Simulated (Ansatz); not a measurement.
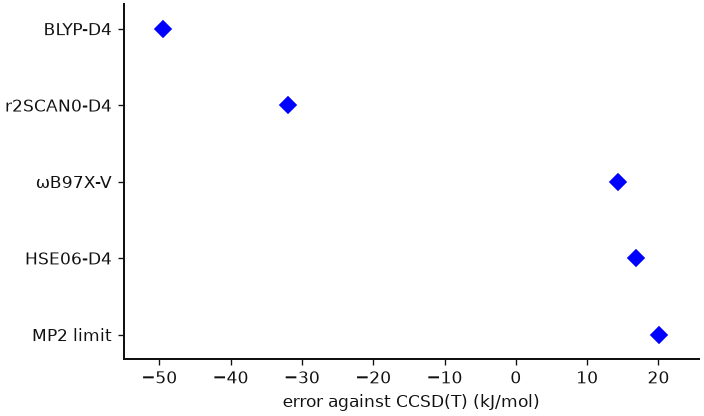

Error in the electronic atomisation energy (method less reference, so positive means overbinding) of C₄H₁₂Si, SMILES CC[SiH2]CC: functionals in def2-TZVPP against frozen-core CCSD(T) at the limit (MP2 extrapolated from triple and quadruple zeta, plus CCSD(T) less MP2 in a smaller set), which gives 6347.2 kJ/mol, at a PBE0-D4/def2-TZVP geometry (no frequency check), no zero-point or spin-orbit term, the Ansatz code. The reference leaves out core correlation, a term that grows with the number of heavy atoms. Limit means the basis limit.

What range do the values span?

From −49.4 kJ/mol (BLYP-D4) to 20.1 kJ/mol (MP2 limit).

Which of these levels overbind, and which underbind?

Overbind: none clearly. Underbind: BLYP-D4 and r2SCAN0-D4. Within 25 kJ/mol of zero, too close to call in view of what the reference leaves out: ωB97X-V, HSE06-D4 and MP2 limit.

Caveats, for all or some of the runs: one conformer of a flexible molecule.
